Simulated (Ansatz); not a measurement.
# doublet GaH2ClO+: levels of theory compared

We compute a comparison of 3 runs (UB3LYP/6-31G*, UBLYP/def2-SVPD, UPBE0/def2-SVPD) of doublet GaH2ClO+. 

The calculation is run with Ansatz 0.2.0.

37 further runs of the same task are left out: 37 set aside as unsound or not needed. Runs told in other sessions of the task aren't counted.

## (1) The system as given

GaH2ClO+ has 5 atoms, charge +1, and is taken as a doublet. SMILES of the parent species: `[OH][GaH][Cl]`. The coordinates come from a PBE0-D4/def2-TZVP relaxation. This is one conformer, not always the lowest. That shape belongs to the parent species and isn't relaxed for this state.

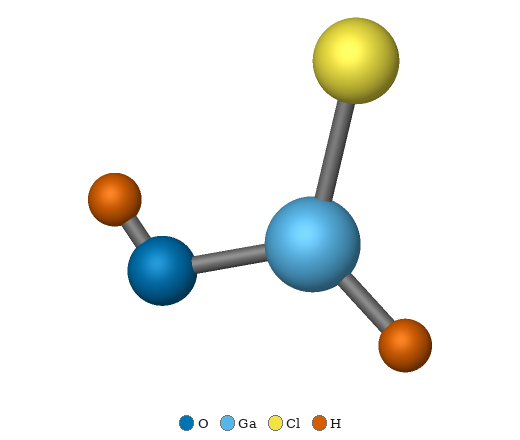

The structure, seen from a chosen angle (oxygen blue, gallium blue, chlorine yellow, hydrogen orange).

## (2) The energy at UB3LYP/6-31G(d) (spherical functions) (run 1)

File input.yaml:

```yaml
crystal:
  periodic: [false, false, false]
  atoms:
    - {symbol: O, position_ang: [-1.152400, 0.516000, -0.496900]}
    - {symbol: Ga, position_ang: [0.470000, 0.208100, 0.146200]}
    - {symbol: Cl, position_ang: [0.927500, -1.856600, 0.504600]}
    - {symbol: H, position_ang: [-1.672300, -0.281800, -0.622300]}
    - {symbol: H, position_ang: [1.477200, 1.340600, 0.426900]}
basis:
  gaussian: {orbitals: 6-31G_st_-spherical.json}
hamiltonian: {xc: {name: B3LYP}}
total_charge: 1
output: {orbitals: {seedname: orbitals}}
accuracy: high
magnetization: {spin_polarized: true, initial_magnetization: 1}
```

The basis set 6-31G* is read from a file made from the Basis Set Exchange's data (not shown).

Run with:

```console
$ ansatz run input.yaml --threads 1 --pin off --max-ram 2610MiB --events-out events.jsonl --progress --plain --runs-dir runs
```

Output:

```text
Warning: RAYON_NUM_THREADS=1 ignored (pool sized by the plan → 1); use --threads N
Functional definition: B3LYP
  name "B3LYP"
  parameter a0 = 0.2
  parameter ax = 0.72
  parameter ac = 0.81
  exchange = (1 - a0 - ax)*slater_x + ax*b88_x + a0*exact_x
  correlation = (1 - ac)*vwn_rpa_c + ac*lyp_c
1379 factors; integrals over basis functions are off by at most 4.5e-9 eV
mean field evaluation 1: about -66948.2666 eV, gradient 6.3e1 eV
mean field evaluation 2: about -66798.0230 eV, gradient 1.4e2 eV
mean field evaluation 4: about -66958.2703 eV, gradient 2.7e1 eV
mean field evaluation 8: about -66964.4340 eV, gradient 1.2e0 eV
mean field evaluation 16: about -66964.5157 eV, gradient 6.6e-3 eV
mean field evaluation 32: about -66964.5375 eV, gradient 2.2e-2 eV
mean field evaluation 64: about -66964.4657 eV, gradient 1.5e0 eV
mean field -66964.53764595 eV, -2460.9013682947 hartree, gradient 6.2e-8 eV, S^2 0.760270; 12 other end points of the search recorded, 0 dependent functions left out
reference -66964.53768399 eV, -2460.9013696926 hartree; 29, 28 occupied and 39, 40 virtual orbitals, 1379 factors
Total energy: -66964.53768399 eV, -2460.9013696926 hartree
```

Run time: 41 s. Hardware: 1 thread of Arm Neoverse V2, shared host; peak memory 0.31 GiB.

## (3) A single-point energy at UBLYP/def2-SVPD (run 2)

File in.yaml:

```yaml
basis:
  gaussian:
    orbitals: def2-SVPD
crystal:
  periodic: [false, false, false]
  atoms:
    - {symbol: O, position_ang: [-1.152400, 0.516000, -0.496900]}
    - {symbol: Ga, position_ang: [0.470000, 0.208100, 0.146200]}
    - {symbol: Cl, position_ang: [0.927500, -1.856600, 0.504600]}
    - {symbol: H, position_ang: [-1.672300, -0.281800, -0.622300]}
    - {symbol: H, position_ang: [1.477200, 1.340600, 0.426900]}
total_charge: 1
magnetization:
  spin_polarized: true
  initial_magnetization: 1
hamiltonian:
  xc: {name: BLYP}
accuracy: high
output:
  orbitals: {seedname: orbitals}
```

Run with:

```console
$ ansatz run in.yaml --threads 1 --pin off --max-ram 2610MiB --events-out events.jsonl --progress --plain --runs-dir runs
```

Output, cut to the lines that bear on the results:

```text
Warning: RAYON_NUM_THREADS=1 ignored (pool sized by the plan → 1); use --threads N
Functional definition: BLYP
  name "BLYP"
[...]
1965 factors; integrals over basis functions are off by at most 4.1e-9 eV
[...]
mean field -66961.20586554 eV, -2460.7789276232 hartree, gradient 3.0e-8 eV, S^2 0.753759; 16 other end points of the search recorded, 0 dependent functions left out
reference -66961.20591471 eV, -2460.7789294302 hartree; 29, 28 occupied and 75, 76 virtual orbitals, 1965 factors
Total energy: -66961.20591471 eV, -2460.7789294302 hartree
```

Run time: 52 s. Hardware: 1 thread of Arm Neoverse V2, shared host; peak memory 0.35 GiB.

## (4) The energy at UPBE0/def2-SVPD (run 3)

Edit in.yaml of step 3 so:

```diff
@@ -1,4 +1 @@
-basis:
-  gaussian:
-    orbitals: def2-SVPD
 crystal:
@@ -11,2 +8,5 @@
     - {symbol: H, position_ang: [1.477200, 1.340600, 0.426900]}
+basis:
+  gaussian:
+    orbitals: def2-SVPD
 total_charge: 1
@@ -16,5 +16,4 @@
 hamiltonian:
-  xc: {name: BLYP}
+  xc: {name: PBE0}
 accuracy: high
-output:
-  orbitals: {seedname: orbitals}
+output: {orbitals: {seedname: orbitals}}
```

Run with:

```console
$ ansatz run in.yaml --threads 1 --pin off --max-ram 2610MiB --events-out events.jsonl --progress --plain --runs-dir runs
```

Output:

```text
Warning: RAYON_NUM_THREADS=1 ignored (pool sized by the plan → 1); use --threads N
Functional definition: PBE0
  name "PBE0"
  parameter a = 0.25
  parameter kappa = 0.804
  parameter beta = 0.06672455060314922
  exchange = (1 - a)*pbe_x(kappa = kappa, mu = beta*pi^2/3) + a*exact_x
  correlation = pbe_c(beta = beta)
1965 factors; integrals over basis functions are off by at most 4.1e-9 eV
mean field evaluation 1: about -66930.5046 eV, gradient 6.2e1 eV
mean field evaluation 2: about -66787.8055 eV, gradient 1.4e2 eV
mean field evaluation 4: about -66941.2212 eV, gradient 2.5e1 eV
mean field evaluation 8: about -66945.9874 eV, gradient 1.1e0 eV
mean field evaluation 16: about -66946.0711 eV, gradient 4.5e-2 eV
mean field evaluation 32: about -66946.0753 eV, gradient 1.8e-1 eV
mean field evaluation 64: about -66945.9818 eV, gradient 1.6e0 eV
mean field -66946.07715786 eV, -2460.2229578703 hartree, gradient 1.9e-8 eV, S^2 0.761721; 12 other end points of the search recorded, 0 dependent functions left out
reference -66946.07716113 eV, -2460.2229579906 hartree; 29, 28 occupied and 75, 76 virtual orbitals, 1965 factors
Total energy: -66946.07716113 eV, -2460.2229579906 hartree
```

It took 74 s on 1 thread of Arm Neoverse V2, shared host; peak memory 0.54 GiB.

## (5) Overview of the runs

```tsv
run	level	energy (Eh)	HOMO energy (eV)	LUMO energy (eV)	⟨S²⟩	wall time
1	UB3LYP/6-31G* (spherical functions)	-2460.901370	-15.23	-13.77	0.760	41 s
2	UBLYP/def2-SVPD	-2460.778929	-14.20	-14.12	0.754	52 s
3	UPBE0/def2-SVPD	-2460.222958	-15.53	-13.69	0.762	74 s
```

## (6) Outcome

| quantity | value |
| --- | --- |
| run 3: total energy | -2460.22296 Eh |
| run 3: HOMO energy (highest over α and β) | -15.53 eV |
| run 3: LUMO energy (lowest over α and β) | -13.69 eV |
| run 3: ⟨S²⟩ | 0.762 |

What this shows: Totals of different functionals can't be ranked against each other. All runs together took 2.8 min, the longest 74 s.
